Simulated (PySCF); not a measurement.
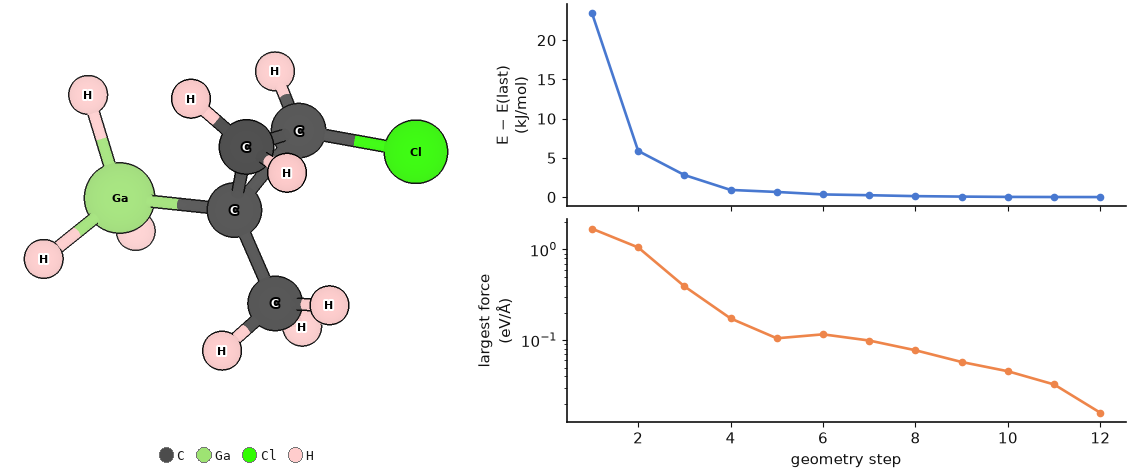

Beside the plot: the molecule at the start.

History of a geometry optimisation.

C₄H₉ClGa (SMILES C[C@@]1([GaH3-])C[C@H]1Cl) (charge −1); PBE0-D3(BJ)/def2-SVP, geometry optimisation (PySCF 2.14.0, density fitting).

**How did it end, and what did it gain?**

The optimisation met its thresholds at geometry 12, counting the start as the first. The energy fell by about 23 kJ/mol from the first step to the last. The largest force goes from about 1.7 eV/Å at the start to 0.016 eV/Å at the end.
